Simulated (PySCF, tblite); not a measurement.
# C₅H₉ClO₃Si: geometry, infrared bands and NMR shifts

Wanted: the infrared bands and NMR shifts of C₅H₉ClO₃Si (`COC(=O)CC(=O)[SiH2]CCl`), by calculation.

The runs use tblite 0.8.0 and PySCF 2.14.0, with density-fitted response routines of our own; the level of theory stands in each step. All values are computed, except where a source is named. Atoms are numbered from 0 throughout.

## Step 1: The molecule as given

19 atoms, charge 0, multiplicity 1; geometry from: force field or distance geometry start.

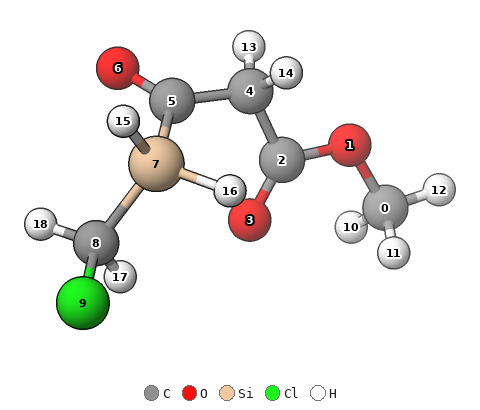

As it starts; carbon grey, oxygen red, silicon light orange, chlorine green, hydrogen white, atoms numbered.

## Step 2: Relaxing the molecule with GFN2-xTB

Job settings and geometry (Å):

```
{"job": {"kind": "relax", "xc": "GFN2-xTB", "basis": "xTB"}, "charge": 0, "multiplicity": 1}
C      2.927500    -1.751500    -0.537100
O      2.549000    -0.422300    -0.143700
C      1.225700    -0.181200    -0.183100
O      0.360000    -0.976900    -0.531600
C      0.941000     1.228900     0.262200
C     -0.509300     1.621200     0.159600
O     -0.935200     2.475800    -0.611400
Si    -1.754500     0.808200     1.322100
C     -2.991800    -0.162800     0.348400
Cl    -4.148700    -0.947700     1.463200
H      2.619800    -1.930500    -1.576000
H      2.463400    -2.492600     0.132600
H      4.001500    -1.834600    -0.455700
H      1.517000     1.908900    -0.391800
H      1.279400     1.372700     1.289000
H     -2.428700     1.836000     2.177600
H     -1.019800    -0.073500     2.272400
H     -2.529500    -0.951700    -0.250000
H     -3.576700     0.482900    -0.318500
```

Launch:

```
OMP_NUM_THREADS=1 python probes_run.py task.json out
```

This one command runs all jobs of the session in turn.

The program printed:

```text
step      E/eV     max force
  0    -918.11887    1.963
  1    -918.20141    2.242
  2    -918.25853    0.410
  3    -918.26938    0.281
  4    -918.28180    0.246
  5    -918.28652    0.266
  6    -918.29110    0.174
  7    -918.29419    0.108
  8    -918.29635    0.142
  9    -918.29874    0.152
 10    -918.30128    0.125
 11    -918.30402    0.159
 12    -918.30658    0.148
 13    -918.30874    0.141
 14    -918.31053    0.112
 15    -918.31213    0.093
 16    -918.31363    0.100
 17    -918.31511    0.108
 18    -918.31680    0.141
 19    -918.31908    0.132
 20    -918.32239    0.153
 21    -918.32684    0.185
 22    -918.33192    0.207
 23    -918.33724    0.203
 24    -918.34286    0.253
 25    -918.34973    0.297
 26    -918.35680    0.455
 27    -918.35864    0.502
 28    -918.36761    0.177
 29    -918.36993    0.097
 30    -918.37141    0.082
 31    -918.37257    0.111
 32    -918.37393    0.107
 33    -918.37497    0.090
 34    -918.37565    0.083
 35    -918.37614    0.061
 36    -918.37659    0.063
 37    -918.37702    0.049
 38    -918.37741    0.050
 39    -918.37782    0.053
 40    -918.37844    0.095
 41    -918.37945    0.128
 42    -918.38080    0.125
 43    -918.38211    0.094
 44    -918.38313    0.075
 45    -918.38397    0.078
 46    -918.38492    0.084
 47    -918.38612    0.092
 48    -918.38751    0.148
 49    -918.38899    0.137
 50    -918.39027    0.131
 51    -918.39154    0.074
 52    -918.39253    0.063
 53    -918.39329    0.060
 54    -918.39430    0.085
 55    -918.39576    0.103
 56    -918.39762    0.109
 57    -918.39941    0.098
 58    -918.40079    0.085
 59    -918.40193    0.081
 60    -918.40316    0.073
 61    -918.40433    0.103
 62    -918.40523    0.106
 63    -918.40600    0.064
 64    -918.40673    0.056
 65    -918.40729    0.047
 66    -918.40789    0.041
 67    -918.40820    0.038
 68    -918.40843    0.037
 69    -918.40866    0.033
 70    -918.40892    0.032
 71    -918.40914    0.041
 72    -918.40938    0.049
 73    -918.40969    0.059
 74    -918.41018    0.080
 75    -918.41082    0.097
 76    -918.41149    0.104
 77    -918.41204    0.084
 78    -918.41253    0.053
 79    -918.41300    0.047
 80    -918.41346    0.068
 81    -918.41390    0.092
 82    -918.41441    0.093
 83    -918.41501    0.070
 84    -918.41557    0.048
 85    -918.41595    0.049
 86    -918.41619    0.039
 87    -918.41642    0.046
 88    -918.41667    0.040
 89    -918.41685    0.038
 90    -918.41696    0.033
 91    -918.41704    0.025
 92    -918.41716    0.020
 93    -918.41728    0.022
 94    -918.41739    0.022
 95    -918.41746    0.023
 96    -918.41754    0.021
 97    -918.41763    0.020
 98    -918.41772    0.022
 99    -918.41780    0.021
100    -918.41785    0.020
101    -918.41791    0.018
102    -918.41798    0.017
103    -918.41807    0.022
104    -918.41817    0.024
105    -918.41827    0.024
106    -918.41838    0.025
107    -918.41849    0.032
108    -918.41860    0.038
109    -918.41871    0.025
110    -918.41883    0.023
111    -918.41892    0.023
112    -918.41899    0.020
113    -918.41905    0.019
114    -918.41911    0.021
115    -918.41919    0.020
116    -918.41927    0.025
117    -918.41935    0.024
118    -918.41944    0.028
119    -918.41958    0.032
120    -918.41982    0.042
121    -918.42011    0.033
122    -918.42036    0.031
123    -918.42055    0.034
124    -918.42072    0.031
125    -918.42090    0.028
126    -918.42106    0.021
127    -918.42115    0.015
128    -918.42118    0.015
129    -918.42121    0.014
130    -918.42125    0.013
131    -918.42131    0.023
132    -918.42138    0.030
133    -918.42145    0.025
134    -918.42149    0.016
135    -918.42152    0.011
136    -918.42155    0.010
137    -918.42157    0.016
138    -918.42160    0.016
139    -918.42163    0.016
140    -918.42167    0.017
141    -918.42170    0.014
142    -918.42172    0.011
143    -918.42173    0.009
```

Run time: 1.5 s. Hardware: 1 thread of Arm Neoverse V1, shared host; peak memory 0.18 GiB.

Step by step: (not every step is listed)

```tsv
step	energy from step 0 (eV)	largest force (eV/Å)
0	0.0000	1.9625
1	-0.0825	2.2417
2	-0.1397	0.4099
3	-0.1505	0.2807
4	-0.1629	0.2457
5	-0.1676	0.2659
6	-0.1722	0.1737
7	-0.1753	0.1077
8	-0.1775	0.1419
21	-0.2080	0.1846
34	-0.2568	0.0834
47	-0.2672	0.0925
60	-0.2843	0.0732
73	-0.2908	0.0592
86	-0.2973	0.0385
99	-0.2989	0.0208
112	-0.3001	0.0201
125	-0.3020	0.0282
138	-0.3027	0.0164
139	-0.3028	0.0158
140	-0.3028	0.0165
141	-0.3028	0.0142
142	-0.3029	0.0114
143	-0.3029	0.0088
```

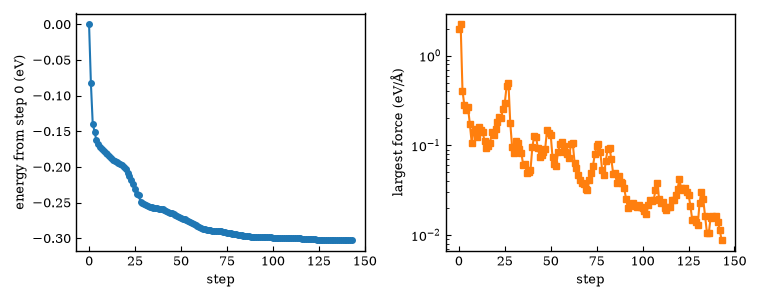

Energy and largest force along the relaxation.

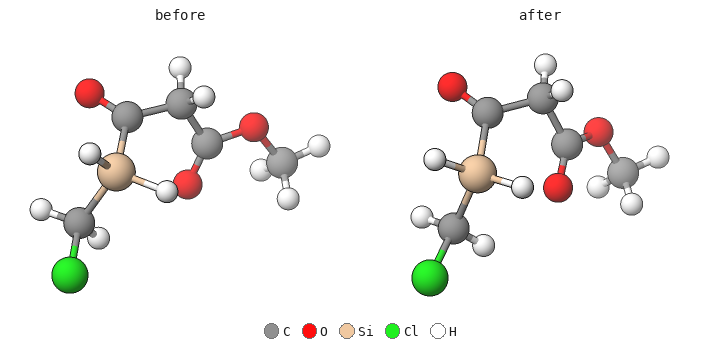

Before and after, at one scale.

Close pairs (by a distance rule), those that changed most:

```tsv
bond	before (Å)	after (Å)	change (Å)
Si7–C8	1.850	1.908	+0.059
C5–Si7	1.888	1.929	+0.041
Si7–H16	1.490	1.457	-0.033
Si7–H15	1.498	1.468	-0.029
C5–O6	1.227	1.204	-0.023
O1–C2	1.346	1.325	-0.021
C4–C5	1.506	1.524	+0.018
C2–O3	1.226	1.210	-0.017
```

The final coordinates are the input of the step that follows.

## Step 3: Vibrational analysis with GFN2-xTB

Job settings and geometry (Å):

```
{"job": {"kind": "ir", "xc": "GFN2-xTB", "basis": "xTB"}, "charge": 0, "multiplicity": 1}
C      2.489000    -1.758513    -0.781727
O      2.287273    -0.380084    -0.479873
C      1.187908    -0.054813     0.183890
O      0.350748    -0.849103     0.546474
C      1.069697     1.422660     0.419066
C     -0.401244     1.786096     0.256998
O     -0.747118     2.661838    -0.493487
Si    -1.666741     0.786563     1.315351
C     -2.591117    -0.478686     0.225909
Cl    -4.009450    -1.064695     1.131164
H      1.975428    -2.011782    -1.710753
H      2.102296    -2.381863     0.025942
H      3.561281    -1.895363    -0.898055
H      1.719066     1.981360    -0.255698
H      1.338989     1.635162     1.455212
H     -2.648671     1.810570     1.693263
H     -1.063009     0.193949     2.501685
H     -1.992376    -1.352865    -0.012063
H     -2.971765    -0.041180    -0.695003
```

The program printed:

```text
mode    cm-1     km/mol
  1      20.0      0.03
  2      38.1      0.67
  3      39.6      1.50
  4      50.5      8.49
  5      72.6      4.63
  6     106.6     11.19
  7     133.0      6.52
  8     170.1      0.64
  9     193.2      5.84
 10     229.1     10.52
 11     300.0     40.22
 12     387.6     25.50
 13     402.1      4.79
 14     475.6      8.91
 15     508.4     21.22
 16     559.2     26.65
 17     582.4     33.31
 18     639.0      8.52
 19     679.8     26.24
 20     699.8     64.32
 21     730.7    141.22
 22     750.3     96.62
 23     765.5     77.08
 24     804.8    162.09
 25     892.8      6.72
 26     940.6     12.81
 27    1018.8     10.51
 28    1045.9     50.16
 29    1073.9    170.01
 30    1092.4     18.51
 31    1116.0      3.00
 32    1142.9     32.34
 33    1182.4     92.39
 34    1187.8      7.42
 35    1262.0    335.89
 36    1382.4     18.63
 37    1405.4     24.43
 38    1410.9      7.00
 39    1440.1     10.44
 40    1456.4      8.61
 41    1727.6    522.93
 42    1757.4    206.11
 43    2242.0    267.47
 44    2324.3    191.82
 45    2974.8      2.51
 46    2988.0     10.93
 47    2988.8      3.28
 48    2996.8      7.67
 49    3001.1      9.59
 50    3019.3      2.35
 51    3042.2      5.97
```

Wall time 1 s (1 thread of Arm Neoverse V1, shared host); peak memory 0.18 GiB.

The strongest bands and the atoms that carry them (share of the mass-weighted mode):

```tsv
cm⁻¹	km/mol	atoms
731	141.2	H15 34 %, H16 20 %
805	162.1	H16 53 %, H15 41 %
1074	170.0	C5 52 %, C4 25 %, H13 10 %
1262	335.9	C2 38 %, H13 27 %, C4 20 %
1728	522.9	C2 57 %, O3 31 %
1757	206.1	C5 54 %, O6 36 %
2242	267.5	H15 96 %
2324	191.8	H16 96 %
```

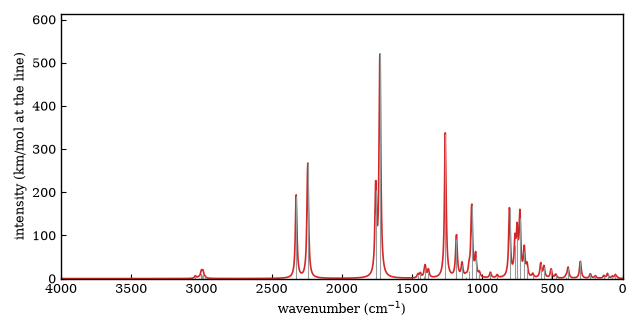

The infrared spectrum from these modes, unscaled. Lines are broadened to a width of 14 cm⁻¹ (Lorentzian).

## Step 4: NMR shieldings: PBE0/pcSseg-1

Settings changed since step 3:

```diff
@@ -1,2 +1,2 @@
-{"job": {"kind": "ir", "xc": "GFN2-xTB", "basis": "xTB"}, "charge": 0, "multiplicity": 1}
+{"job": {"kind": "nmr", "xc": "PBE0", "basis": "pcSseg-1"}, "charge": 0, "multiplicity": 1}
 C      2.489000    -1.758513    -0.781727
```

Method: GIAO PBE0/pcSseg-1 NMR shielding, non-relativistic, gas phase.

The program printed:

```text
coarse grid: 17520 points
cycle   1  E = -1170.1658597722  dE =  1.476e+00  |g| = 1.113e+00  |ddm| = 3.933e+00
cycle   2  E = -1169.4278196756  dE =  7.380e-01  |g| = 2.261e+00  |ddm| = 2.650e+00
cycle   3  E = -1170.3886979647  dE = -9.609e-01  |g| = 2.691e-01  |ddm| = 2.068e+00
cycle   4  E = -1170.4006528905  dE = -1.195e-02  |g| = 1.177e-01  |ddm| = 2.533e-01
cycle   5  E = -1170.4028762933  dE = -2.223e-03  |g| = 2.649e-02  |ddm| = 7.792e-02
cycle   6  E = -1170.4030178206  dE = -1.415e-04  |g| = 6.735e-03  |ddm| = 2.418e-02
cycle   7  E = -1170.4030262462  dE = -8.426e-06  |g| = 2.397e-03  |ddm| = 5.875e-03
final grid: 161688 points
cycle   8  E = -1170.4918260225  dE = -5.952e-06  |g| = 1.831e-02  |ddm| = 2.638e-02
cycle   9  E = -1170.4916647701  dE =  1.613e-04  |g| = 3.473e-02  |ddm| = 3.328e-02
cycle  10  E = -1170.4918841446  dE = -2.194e-04  |g| = 3.695e-03  |ddm| = 2.372e-02
cycle  11  E = -1170.4918866836  dE = -2.539e-06  |g| = 5.632e-04  |ddm| = 2.622e-03
cycle  12  E = -1170.4918867310  dE = -4.738e-08  |g| = 1.607e-04  |ddm| = 4.440e-04
cycle  13  E = -1170.4918867362  dE = -5.207e-09  |g| = 4.167e-05  |ddm| = 1.300e-04
cycle  14  E = -1170.4918867364  dE = -2.237e-10  |g| = 2.495e-05  |ddm| = 4.515e-05
converged SCF energy = -1170.4918867364

GIAO shielding tensors (ppm)
atom      isotropic    diamagn.    paramagn.     s11        s22        s33       span
  0 C      133.634     245.457    -111.823     99.721    120.625    180.555     80.834
  1 O      135.643     399.304    -263.661    -39.482    221.006    225.406    264.888
  2 C        8.048     257.169    -249.121    -89.145     35.514     77.776    166.921
  3 O      -95.890     407.416    -503.306   -374.530   -215.872    302.734    677.264
  4 C      128.449     254.894    -126.444    105.607    122.236    157.506     51.899
  5 C      -52.826     253.410    -306.236   -159.239    -86.888     87.649    246.888
  6 O     -515.162     398.714    -913.876  -1383.866   -499.575    337.956   1721.822
  7 Si     407.040     879.139    -472.099    375.586    415.052    430.482     54.896
  8 C      155.311     250.829     -95.518    133.745    142.775    189.415     55.670
  9 Cl     926.584    1143.236    -216.652    817.866    862.849   1099.037    281.171
 10 H       28.118      30.029      -1.911     24.225     25.987     34.142      9.917
 11 H       26.868      29.465      -2.597     23.072     26.323     31.208      8.136
 12 H       27.894      27.203       0.691     23.899     26.201     33.583      9.684
 13 H       28.506      31.818      -3.312     25.361     29.290     30.867      5.506
 14 H       28.071      29.997      -1.925     24.874     28.007     31.334      6.460
 15 H       27.763      28.404      -0.641     24.668     26.296     32.324      7.656
 16 H       26.883      29.188      -2.305     24.047     26.454     30.148      6.101
 17 H       28.149      31.976      -3.827     21.972     26.923     35.552     13.580
 18 H       28.655      30.140      -1.485     22.596     28.471     34.898     12.302
```

It took 85 s on 1 thread of Arm Neoverse V1, shared host; peak memory 1.1 GiB.

The references, computed at this level on geometries of the same kind, shield at (ppm): ¹H TMS 31.72, ¹³C TMS 186.9, ²⁹Si TMS 349.2, ¹⁷O H2O 336.1, ³⁵Cl HCl 950. Their shielding less the atom's gives the shift. The references are single molecules in the gas phase, so shifts against H2O, NH3, PH3, H3PO4 or CFCl3 are not on the usual liquid scales and can be off by tens of ppm. Atoms listed in one row are averaged.

```tsv
atoms	environment	σ (ppm)	δ (ppm)	δ scaled to CDCl3
C5	carbonyl carbon	-52.8	239.8	232.1
C2	ester carbonyl carbon	8.0	178.9	172.7
C4	sp3 CH2 α to a carbonyl	128.4	58.5	55.2
C0	methyl carbon bonded to O	133.6	53.3	50.1
C8	sp3 CH2 bonded to Cl and Si	155.3	31.6	28.9
H15, H16	hydrogen on a silicon bonded to 2 C	27.32	4.39	–
H10, H11, H12	hydrogen on a methyl carbon bonded to O	27.63	4.09	3.96
H13, H14	hydrogen on an sp3 CH2 α to a carbonyl	28.29	3.43	3.34
H17, H18	hydrogen on an sp3 CH2 bonded to Cl and Si	28.40	3.32	3.23
O6	carbonyl oxygen	-515.2	851.2	–
O3	ester carbonyl oxygen	-95.9	432.0	–
O1	ester alkoxy oxygen	135.6	200.4	–
Si7	silicon bonded to 2 C, 2 H	407.0	-57.9	–
Cl9	chlorine bonded to C	927	23	–
```

The scaled column applies a straight-line fit of computed shieldings to shifts measured in CDCl3, with any fitted terms for Cl, Br or S neighbours (root-mean-square error 0.16 ppm for H, 1.9 ppm for C).

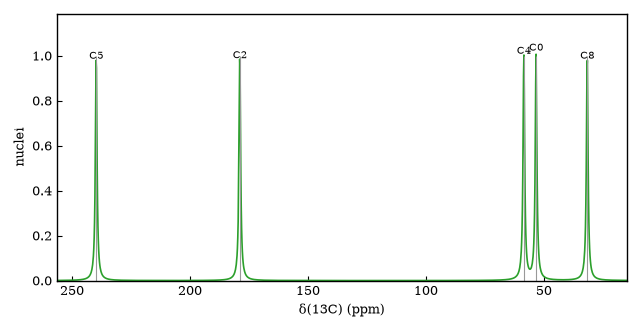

¹³C lines at the computed shifts, without couplings. Lines are broadened to a width of 0.83 ppm (Lorentzian).

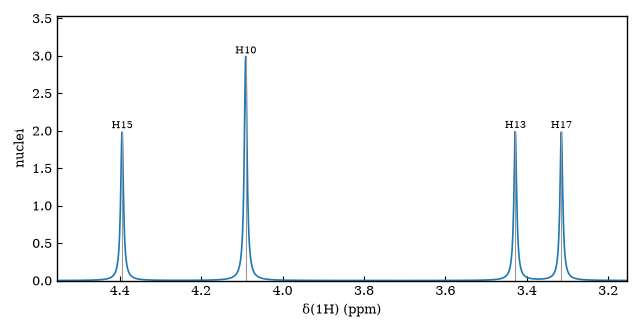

¹H lines at the computed shifts, without couplings. Lines are broadened to a width of 0.01 ppm (Lorentzian).

Charges from the same density, by scheme (e):

```tsv
atoms	Mulliken	IAO	Hirshfeld	ESP fit
C0	-0.04	-0.22	-0.03	-0.13
O1	-0.45	-0.32	-0.09	-0.35
C2	0.46	0.53	0.23	0.73
O3	-0.45	-0.47	-0.21	-0.48
C4	-0.19	-0.37	-0.09	-0.45
C5	-0.03	0.15	0.09	0.53
O6	-0.32	-0.37	-0.21	-0.46
Si7	0.71	0.71	0.30	0.29
C8	-0.50	-0.52	-0.13	-0.31
Cl9	-0.17	-0.10	-0.07	-0.14
```

ESP fit charges:

C0 -0.13; O1 -0.35; C2 0.73; O3 -0.48; C4 -0.45; C5 0.53; O6 -0.46; Si7 0.29; C8 -0.31; Cl9 -0.14; H10 0.12; H11 0.10; H12 0.13; H13 0.14; H14 0.14; H15 -0.10; H16 -0.07; H17 0.16; H18 0.16

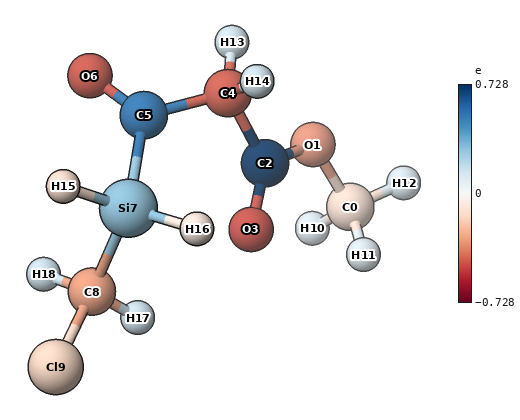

ESP fit charges, as colours on the atoms.

Mayer bond orders: C0–O1 0.85, O1–C2 1.15, C2–O3 1.82, C2–C4 0.97, C4–C5 0.93, C5–O6 1.96, C5–Si7 0.77, Si7–C8 0.86, C8–Cl9 0.95.

## Step 5: Results

```
                                                              quantity                               value
                             strongest single infrared mode (GFN2-xTB)               1728 cm⁻¹, 523 km/mol
                                          zero-point energy (GFN2-xTB)                       82.1 kcal/mol
                                ¹³C shifts against TMS (PBE0/pcSseg-1)  239.8, 178.9, 58.5, 53.3, 31.6 ppm
¹H shifts against TMS (PBE0/pcSseg-1, means over atoms taken as alike)          4.39, 4.09, 3.43, 3.32 ppm
                                ¹⁷O shifts against H2O (PBE0/pcSseg-1)             851.2, 432.0, 200.4 ppm
                               ²⁹Si shifts against TMS (PBE0/pcSseg-1)                           -57.9 ppm
                               ³⁵Cl shifts against HCl (PBE0/pcSseg-1)                              23 ppm
```

In words: The optimisation took 143 steps and gained 0.303 eV; among the close pairs (by a distance rule), Si7–C8 changed most, from 1.850 to 1.908 Å. All 51 modes are real, so the xTB geometry is a minimum. The strongest single mode, at 1728 cm⁻¹, moves mainly C2 and O3. GFN2-xTB is a fitted tight-binding method: band positions and strengths are rough. Its intensities can rank the bands wrongly. At PBE0/pcSseg-1: The largest span, 1722 ppm, is at O6, where the paramagnetic term is -914 ppm.
